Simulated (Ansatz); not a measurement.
TiB₂ (AlB2 type, space group P6/mmm)

```yaml
crystal:
  lattice:
    - [6.06368, 0.00000, 0.00000]
    - [-1.51592, 2.62565, 0.00000]
    - [3.03184, 0.00000, 3.22428]
  atoms:
    - { symbol: Ti, position: [0.00000, 0.00000, 0.00000] }
    - { symbol: Ti, position: [0.50000, 0.00000, 0.00000] }
    - { symbol: B, position: [0.91667, 0.66667, 0.50000] }
    - { symbol: B, position: [0.41667, 0.66667, 0.50000] }
    - { symbol: B, position: [0.08333, 0.33333, 0.50000] }
    - { symbol: B, position: [0.58333, 0.33333, 0.50000] }
```

A phonon eigenvector at L = (0.5, 0.0, 0.5) is frozen into this cell: atom i moves by Q times the vector below, so Q is the largest atomic displacement, in Å. The cell is held. (q is in reciprocal vectors of the primitive cell; the cell shown is doubled to hold the pattern.)

```csv
atom,x,y,z
Ti1,-0.150,-0.087,0.000
Ti2,0.150,0.087,0.000
B3,0.000,0.000,1.000
B4,0.000,0.000,-1.000
B5,0.000,0.000,1.000
B6,0.000,0.000,-1.000
```

All values below come from PBE (plane waves to 420 eV, PAW, scalar-relativistic; Ansatz, a program for electronic structure). k mesh 18×18×18 (Γ-centred), Fermi-Dirac smearing 0.05 eV. The energy includes the smearing's −TS. With partly filled bands, energies and forces of such displacements shift with the k mesh and the smearing. The PAW data are Ansatz's earlier set. TiB2 is run without spin polarisation. TiB2 was relaxed with its symmetry unable to fall. The zero of ΔE is the undisplaced structure.

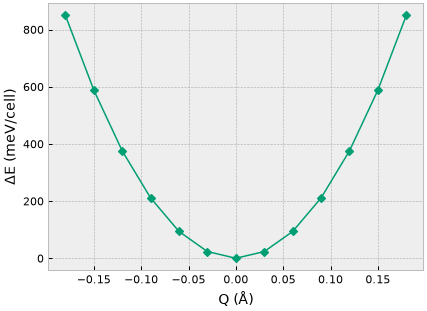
*ΔE (meV/cell) against Q (Å); markers are the computed points, lines only join them.*

### Question
What is the energy change at Q = 0.180 Å?

### Answer
About 850 meV/cell.

### Question
What harmonic wavenumber does the curvature at Q = 0 give?

### Answer
About 550 cm⁻¹.

(For displaced atoms, the force is minus the slope of the energy, and its curvature is a force constant, which sets phonon frequencies.)
